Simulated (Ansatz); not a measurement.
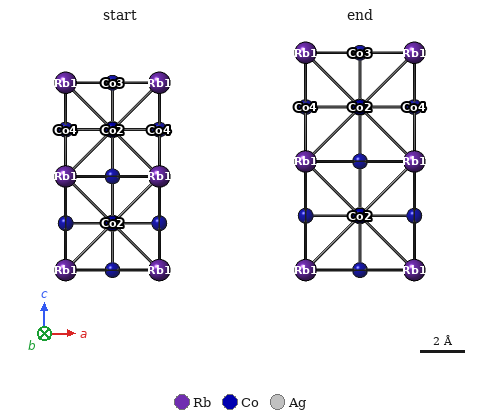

The structure of solid RbCo3Ag (a generated structure, set up in Pm-3m) (coarse preliminary run) before (left) and after (right) a relaxation, at one scale.

A ball-and-stick model of the cell of the calculation, repeated 1 × 1 × 2 with one cell outlined, seen along the b axis.

Level of theory: Ansatz 0.2.0, DFT PBE, scalar-relativistic, plane waves, PAW.

Input
```yaml
crystal:
  lattice:
    - [4.27998359, 0.0, 0.0]
    - [0.0, 4.27998359, 0.0]
    - [0.0, 0.0, 4.27998359]
  atoms:
    - { symbol: Rb, position: [0.0, 0.0, 0.0] }
    - { symbol: Co, position: [0.5, 0.0, 0.5], spin: 3.0 }
    - { symbol: Co, position: [0.5, 0.5, 0.0], spin: 3.0 }
    - { symbol: Co, position: [0.0, 0.5, 0.5], spin: 3.0 }
    - { symbol: Ag, position: [0.5, 0.5, 0.5] }
basis:
  ecutwfc: 420
kpoints:
  mp_grid: { grid: [4, 4, 4] }
hamiltonian:
  xc: pbe
scf:
  occupations: { method: gaussian, width: 0.1 }
  lower_state_search: "off"
output:
  forces: true
  stress: true
  eigenvalues: true
  populations: true
magnetization:
  spin_polarized: true
relax:
  adjacent_minimum: "off"
  f_tol: 0.04
  max_steps: 70
  cell: { stress_tol: 0.4 }
```

Run as
```bash
ansatz run input.yaml --threads 1 --pin off --max-ram 2048MiB --backend cpu --events-out ev --progress --plain --runs-dir out
```

### Describe what moved and what it gained.

Over 5 accepted moves (7 points after the start) the energy falls by 843 meV per atom. All forces vanish by symmetry, so only the cell relaxes. Pressure: 45.99 GPa at the start and 0.23 GPa at the end. At 2 points the geometry stayed and the basis and grid were re-selected for the new cell (energy shift of 61.3 meV per atom at most each time). No atom moves by more than 0.005 Å relative to the cell. The volume changes by +56.2 %, with a = b = c 4.280 → 4.965 Å (+16.0 %). Among the contacts that change: Rb1–Co2 3.026 → 3.511 Å, Co2–Ag5 2.140 → 2.483 Å. The space group stays Pm-3m (No. 221). Cost: 42 s on 1 thread of AMD EPYC 7R13 Processor (Zen 3) (shared host), peak memory 0.55 GiB.
